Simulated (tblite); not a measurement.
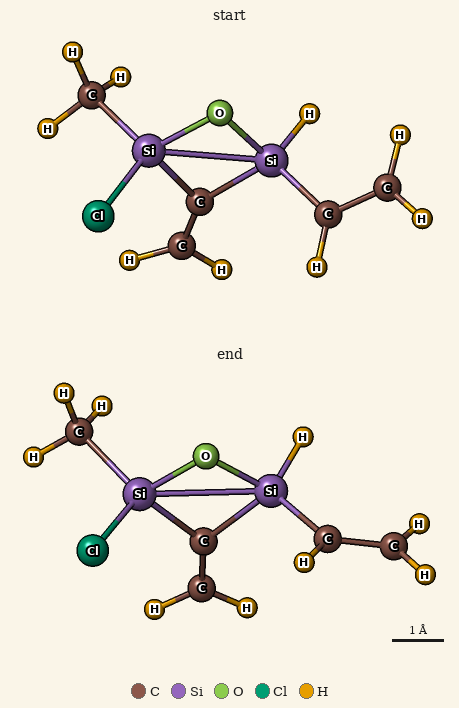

The structure of C$_{5}$H$_{9}$ClOSi$_{2}$ before (top) and after (bottom) a relaxation, at one scale.

Style: ball-and-stick. Shown at a tilt.

Computed with tblite 0.8.0, GFN2-xTB geometry optimisation, gas phase. 

Question: Summarise the run.

Answer: After 126 geometry steps the energy has fallen by 72.2 kJ/mol. The atom that moves furthest after the best rigid fit is an H atom (1.36 Å). By element the largest moves are H 1.36 Å, C 0.49 Å, O 0.30 Å, Si 0.26 Å, Cl 0.15 Å. Near-neighbour distances that change, for instance: Si–Si 2.462 → 2.598 Å, C–Si 1.809 → 1.909 Å, Cl–Si 2.067 → 2.010 Å, C–Si 1.817 → 1.871 Å. Among the angles between lasting bonds that change: C–Si–C 107.3° → 120.2°, Si–O–Si 92.2° → 102.4°, O–Si–Cl 116.9° → 108.8°. Groups turn about C–Si by about 60°.
